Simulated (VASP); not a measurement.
Band structure of SrPPt (space group P-6m2). These are PBEsol GGA, VASP's PBE PAW potentials (set 64) (plane waves; VASP) values and carry that method's errors.

Unless said otherwise, spin-orbit coupling is left out, though it shifts the bands of the heavy elements here.

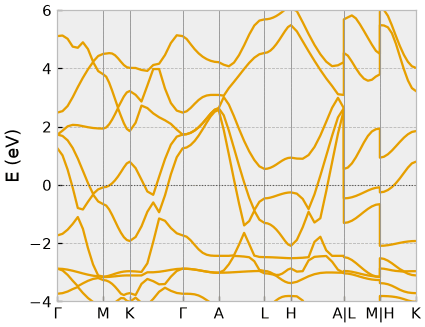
*Bands along high-symmetry lines, zero at the valence-band maximum or, without a gap, the Fermi level*

Read the plot: is there a gap, and where are the band edges?

It has no gap at this level: it comes out as a metal or semimetal. (Edges off the drawn lines would not show.)

The structure comes from a computed database's SrPPt entry (P-6m2); how it stands against other phases isn't given here. It was relaxed first. The electron count is odd and the run is not spin-polarised, which forces a metal.
